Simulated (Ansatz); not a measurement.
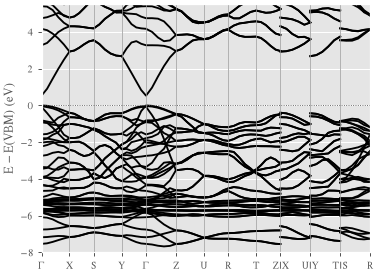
Band structure from DFT-r²SCAN in the program Ansatz with PAW potentials

Q: Read off the gap and where the band edges lie.

A: About 0.5 eV (0.53 eV by a search for the band edges); maximum at Γ, minimum at Γ.

Q: Pick the material that matches.
(A) ZnSnN2, Pna2_1 (Zn on 4a, Sn on 4a, N on 4a, N on 4a)
(B) Cs2HgSe2, Pbam (Hg on 2a, Cs on 4h, Se on 4g)
(C) S, S12-ring
(D) TlF3, Pnma (Tl on 4c, F on 8d, F on 4c)

A: A, ZnSnN2, Pna2_1 (Zn on 4a, Sn on 4a, N on 4a, N on 4a)

Symmetry was held in the r²SCAN relaxation. Scalar-relativistic: spin–orbit coupling is off unless named, which matters more the heavier the elements.

Potentials: the later of the program's two PAW sets.
